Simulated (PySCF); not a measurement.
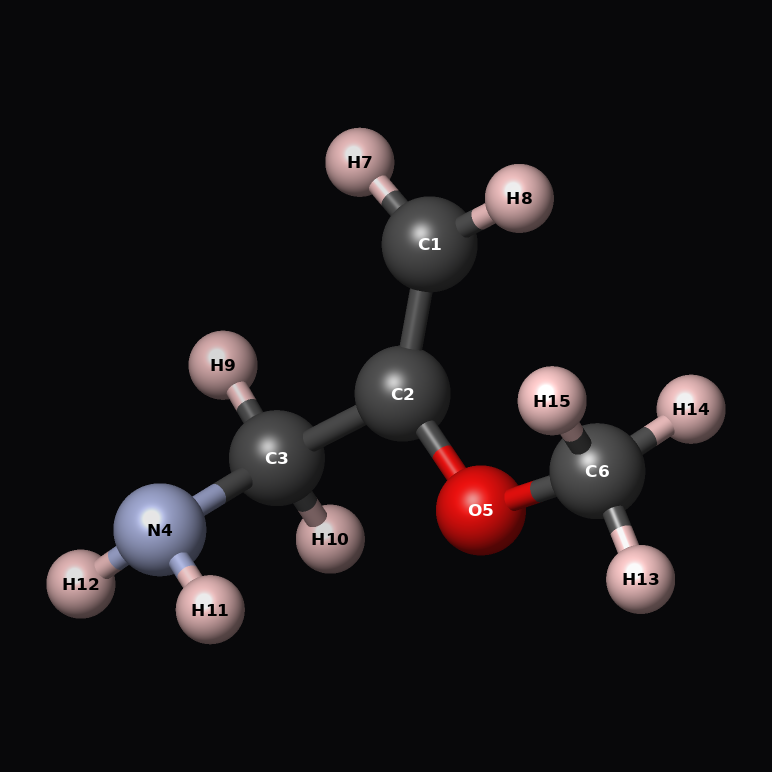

Computed geometry: GFN2-xTB optimisation. No frequency run is at hand to confirm it as a minimum. Electric field gradients from the ground-state density, PBE0/pcSseg-1 (PySCF 2.14.0), non-relativistic apart from any core potentials.

Give the largest field-gradient component, the quadrupole coupling constant and the asymmetry for 14N at N4 (Q = 20.44 mb), 17O at O5 (Q = −25.6 mb), 2H at H7 (Q = 2.86 mb), 2H at H8 (Q = 2.86 mb), 2H at H9 (Q = 2.86 mb), 2H at H10 (Q = 2.86 mb).

```json
{"atom": "N4", "V_zz (a.u.)": "−1.189", "e²qQ/h (MHz)": "−5.71", "η": "0.17"}
{"atom": "O5", "V_zz (a.u.)": "1.876", "e²qQ/h (MHz)": "−11.29", "η": "0.67"}
{"atom": "H7", "V_zz (a.u.)": "0.348", "e²qQ/h (MHz)": "0.234", "η": "0.09"}
{"atom": "H8", "V_zz (a.u.)": "0.346", "e²qQ/h (MHz)": "0.233", "η": "0.09"}
{"atom": "H9", "V_zz (a.u.)": "0.299", "e²qQ/h (MHz)": "0.201", "η": "0.05"}
{"atom": "H10", "V_zz (a.u.)": "0.278", "e²qQ/h (MHz)": "0.187", "η": "0.04"}
```
